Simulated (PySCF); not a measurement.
# C2Cl2F2 (SMILES F/C(Cl)=C(\F)Cl) at 6 levels

Wanted: a comparison of 6 runs (HF/3-21G, B3LYP/6-31G*, PBE0/def2-SVP, wB97X/pcseg-2, MP2/6-311+G**, MP2/def2-TZVP) of C2Cl2F2. Input form: a Python script.

The results are computed with PySCF 2.14.0.

## Step 1: The system as given

C2Cl2F2 has 6 atoms, charge 0, and is taken as a singlet. SMILES: `F/C(Cl)=C(\F)Cl`. The shape is that of a PBE0-D4/def2-TZVP optimisation.

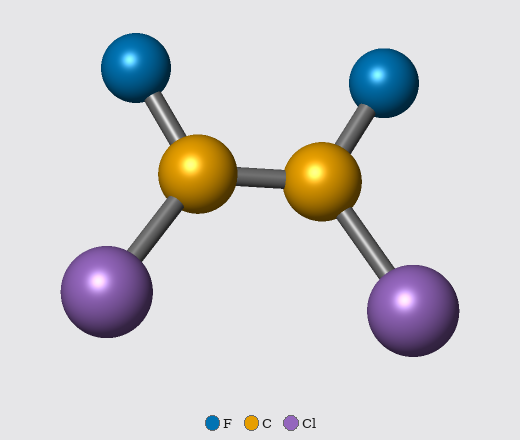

Viewed from a chosen angle; fluorine blue, carbon amber, chlorine purple.

## Step 2: Energy and forces at HF/3-21G (run 1)

The input, run.py:

```python
# FC(Cl)=C(F)Cl
from pyscf import gto, scf

mol = gto.M(
    atom='''
F      0.513817    -3.282076    -0.742851
C      0.545564    -1.072420     0.424055
Cl     2.118194    -1.048231     3.204976
C     -0.606035     0.909525    -0.605468
F     -1.784279     0.672365    -2.796417
Cl    -0.721119     3.837656     0.667451
''',
    basis='3-21g',
    max_memory=1860,
    unit='bohr',
    verbose=3,
)

mf = scf.RHF(mol)
mf.conv_tol = 1e-10
mf.kernel()
if not mf.converged:
    mf = mf.newton().run(mf.mo_coeff, mf.mo_occ)

energy = mf.e_tot
print(f'total energy: {energy:.8f} hartree')
grad = mf.nuc_grad_method().kernel()
dip = mf.dip_moment()
pop, q = mf.mulliken_pop()
```

The run is started by

```
$ OMP_NUM_THREADS=1 python run.py
```

Log:

```text
converged SCF energy = -1187.6093584373
total energy: -1187.60935844 hartree
[... 9 lines left out ...]
Dipole moment(X, Y, Z, Debye):  0.28510,  0.57603,  0.79053
[... 69 lines left out ...]
charge of    5Cl =      0.25774
```

It took 2 s on 1 thread of Intel Xeon at 2.70GHz, shared host; peak memory 0.13 GiB.

## Step 3: Energy and gradient at B3LYP/6-31G(d) (spherical functions) (run 2)

The input, mol.xyz:

```xyz
6
C2Cl2F2
F      0.271900    -1.736800    -0.393100
C      0.288700    -0.567500     0.224400
Cl     1.120900    -0.554700     1.696000
C     -0.320700     0.481300    -0.320400
F     -0.944200     0.355800    -1.479800
Cl    -0.381600     2.030800     0.353200
```

The input, calc.py:

```python
# FC(Cl)=C(F)Cl
from pyscf import gto, dft

mol = gto.M(
    atom='mol.xyz',
    basis='6-31g*',
    spin=0,
    max_memory=1860,
    charge=0,
    verbose=3,
)

calc0 = dft.RKS(mol)
calc0.xc = 'b3lyp'
calc0.conv_tol = 1e-10
calc0.grids.level = 5
calc0.kernel()
if not calc0.converged:
    calc0 = calc0.newton().run(calc0.mo_coeff, calc0.mo_occ)

energy = calc0.e_tot
print(f'total energy: {energy:.8f} hartree')
grad = calc0.nuc_grad_method().kernel()
calc0.analyze()
```

The run is started by

```
$ OMP_NUM_THREADS=1 python calc.py
```

Log:

```text
converged SCF energy = -1196.20999732504
[... 22 lines left out ...]
MO #12  energy= -7.2521481296684   occ= 2
[... 15 lines left out ...]
MO #28  energy= -0.387644693793543 occ= 2
[... 15 lines left out ...]
MO #44  energy= 0.45281378357058   occ= 0
[... 15 lines left out ...]
MO #60  energy= 0.987920829646642  occ= 0
[... 15 lines left out ...]
MO #76  energy= 1.77514497101461   occ= 0
[... 15 lines left out ...]
MO #92  energy= 3.17235246181534   occ= 0
[... 7 lines left out ...]
Dipole moment(X, Y, Z, Debye):  0.16061,  0.32453,  0.44555
```

It took 31 s on 1 thread of Intel Xeon at 2.70GHz, shared host; peak memory 0.9 GiB.

Runs 3 to 5 aren't shown in full; the table further down has their settings and results.

## Step 4: Energy and forces at MP2/def2-TZVP (run 6)

The input, run.py:

```python
# FC(Cl)=C(F)Cl
from pyscf import gto, mp

system = gto.M(
    atom='''
F      0.513817    -3.282076    -0.742851
C      0.545564    -1.072420     0.424055
Cl     2.118194    -1.048231     3.204976
C     -0.606035     0.909525    -0.605468
F     -1.784279     0.672365    -2.796417
Cl    -0.721119     3.837656     0.667451
''',
    charge=0,
    max_memory=1860,
    spin=0,
    unit='bohr',
    basis='def2-tzvp',
    verbose=4,
)

mf = system.RHF()
mf.conv_tol = 1e-10
mf.kernel()
if not mf.converged:
    mf = mf.newton().run(mf.mo_coeff, mf.mo_occ)

pt = mp.MP2(mf, frozen=14).run()
etot = pt.e_tot
print('Final energy', etot)
grad = pt.nuc_grad_method().kernel()
mf.analyze()
```

The run is started by

```
$ OMP_NUM_THREADS=1 python run.py
```

Log:

```text
PySCF version 2.14.0

[... 112 lines left out ...]
MO #23  energy= -0.760017694122895 occ= 2
[... 34 lines left out ...]
MO #58  energy= 0.707978503125436  occ= 0
[... 34 lines left out ...]
MO #93  energy= 2.10143151896611   occ= 0
[... 34 lines left out ...]
MO #128 energy= 3.13555724207857   occ= 0
[... 34 lines left out ...]
MO #163 energy= 7.3485862922867    occ= 0
[... 34 lines left out ...]
MO #198 energy= 59.1539784158964   occ= 0
[... 207 lines left out ...]
Dipole moment(X, Y, Z, Debye):  0.31614,  0.63943,  0.87770
```

It took 5 min on 1 thread of Intel Xeon at 2.70GHz, shared host; peak memory 3.2 GiB.

## Step 5: The series

| run | level | integration grid | frozen core orbitals | energy (Eh) | dipole moment (D) of the reference | HOMO energy (eV) | LUMO energy (eV) | wall time |
| --- | --- | --- | --- | --- | --- | --- | --- | --- |
| 1 | HF/3-21G | – | – | -1187.609358 | 1.02 | -10.54 | 3.73 | 2 s |
| 2 | B3LYP/6-31G* (spherical functions) | 5 | – | -1196.209997 | 0.57 | -6.88 | -0.08 | 31 s |
| 3 | PBE0/def2-SVP | 5 | – | -1195.163751 | 0.90 | -7.24 | -0.02 | 32 s |
| 4 | wB97X/pcseg-2 | 5 | – | -1196.333296 | 0.90 | -9.75 | 1.94 | 7.2 min |
| 5 | MP2/6-311+G** | – | 14 | -1194.596409 | 1.31 | -10.38 | 1.75 | 1.8 min |
| 6 | MP2/def2-TZVP | – | 14 | -1194.860279 | 1.13 | -10.22 | 3.80 | 5 min |

## Step 6: Outcome

| quantity | value |
| --- | --- |
| run 6: total energy | -1194.86028 Eh |
| run 6: dipole moment (Hartree–Fock density) | 1.13 D |
| run 6: HOMO energy (Hartree–Fock orbitals) | -10.22 eV |
| run 6: LUMO energy (Hartree–Fock orbitals) | 3.80 eV |
| run 6: HOMO–LUMO gap (Hartree–Fock orbitals) | 14.01 eV |
| run 6: correlation energy (14 core orbitals frozen) | -1171.3 mEh |
| run 6: largest force on an atom | 0.369 eV/Å |

What this shows: Over runs 1, 2, 3, 4 the dipole moment (its size) runs from 0.57 D (B3LYP/6-31G*) to 1.02 D (HF/3-21G). The two ends differ in method and basis. Over runs 1, 2, 3, 4 the HOMO–LUMO gap runs from 6.81 eV (B3LYP/6-31G*) to 14.27 eV (HF/3-21G). Totals of different functionals can't be ranked against each other. All runs together took 15 min, the longest 7.2 min.
